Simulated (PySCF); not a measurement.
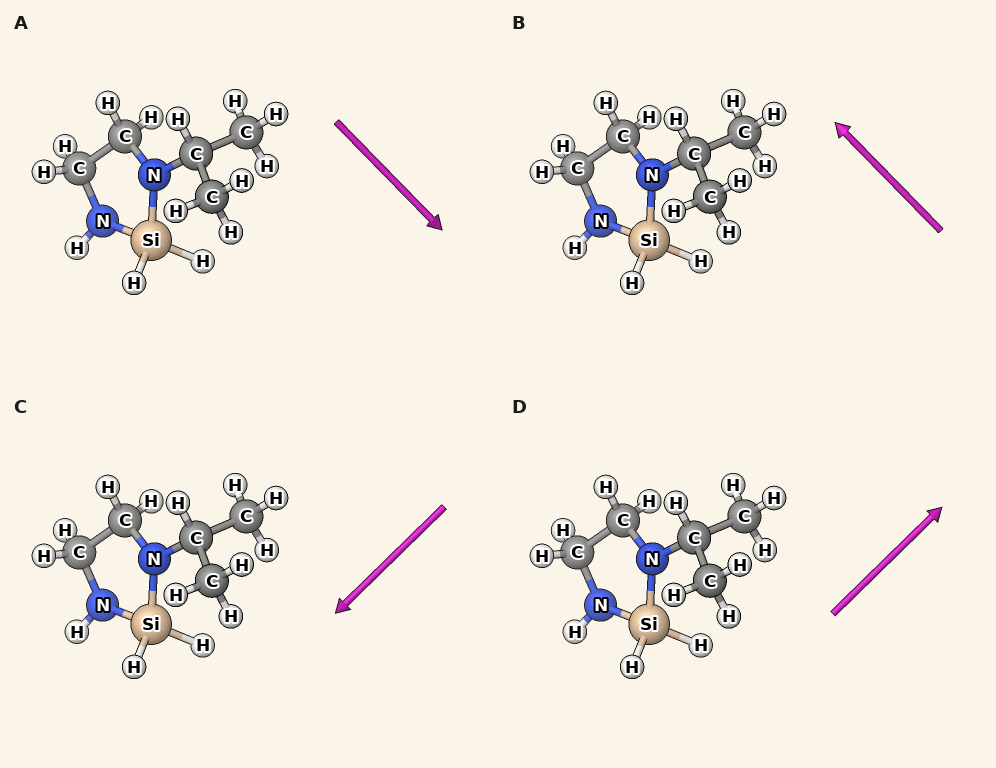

The same molecule four times, each with an arrow. Computed geometry: PBE0-D3(BJ)/def2-SVP optimisation. No frequency run is at hand to confirm it as a minimum. Method: PBE0/pcSseg-1, gas phase (PySCF 2.14.0).

### Which arrow points along the dipole moment, from the negative to the positive end?

B. The dipole moment is 0.91 D.
